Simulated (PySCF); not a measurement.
```xyz
20

C     0.5679    3.0917    1.1897
C     0.2255    1.9494    1.0339
Si   -0.2598    0.1786    0.7642
Si   -2.0002    0.1174   -0.7725
C    -3.0255   -1.4740   -0.4688
Cl   -1.9335   -2.8863   -0.5258
C     1.2785   -0.7105    0.1190
C     2.6522   -0.2733    0.5430
C     2.1921   -0.0172   -0.8530
H     0.8606    4.0933    1.3301
H    -0.5822   -0.3541    2.1044
H    -1.5955    0.0562   -2.1825
H    -2.9847    1.2044   -0.6608
H    -3.7872   -1.6423   -1.2260
H    -3.5046   -1.4924    0.5074
H     1.1631   -1.7768   -0.0411
H     2.7330    0.5721    1.2101
H     3.4041   -1.0311    0.7095
H     2.6259   -0.5968   -1.6549
H     1.9651    1.0025   -1.1289
```

Geometry: GFN2-xTB.

These are results of PySCF 2.14.0, PBE0/pcSseg-1, SCF density, gas phase, non-relativistic, not measurements.

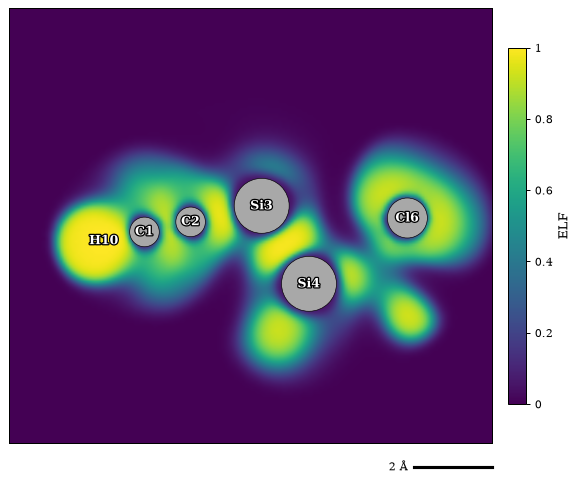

C6H11ClSi2. Electron localisation function on the plane of atoms C2, Si3 and Si4. Grey discs cover the atomic cores.

What do the fields say about this system?

The section cuts through C, Si, Cl and H sites.
C–C (1.20 Å): the ELF peaks at about 0.85 between the atoms; a short, multiple covalent bond.
C–Si (1.86 Å): the ELF peaks at about 0.95 between the atoms, as expected for localised, covalent bonding.
Si–Si (2.32 Å): the ELF peaks at about 1 between the atoms (a shared electron pair).
C–H (1.05 Å): the ELF climbs to about 1 towards the hydrogen, as it does in any bond to H: an ordinary covalent bond to hydrogen.
The ELF also peaks beside Cl6, away from the bonds: lone-pair regions.
